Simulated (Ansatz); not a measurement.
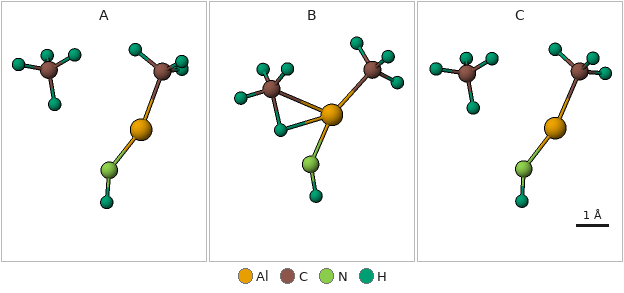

3 geometries from a converged minimum-energy path of C2H8AlN, shuffled. A ball-and-stick model, seen at a tilt.

These are results of Ansatz 0.2.0, UKS B3LYP-D4/6-31G*, not measurements. Set-up: 9 movable images; climbing image; force threshold 0.05 eV/Å; iteration limit 20; starting path through a guess of the saddle point.

One of them is the converged climbing image. Which?

Answer. B. In order along the path, whose images run from 0 to 10: B (image 6, +3.19 eV), C (image 9, +2.40 eV), A (image 10, +2.39 eV). Breaking: Al–C (1.97 → 3.64 Å), H–N (1.01 → 2.77 Å). Forming: C–H (3.42 → 1.09 Å).

The run took 13 min on 2 threads of AMD EPYC 7571 (shared host), peak memory 0.24 GiB.
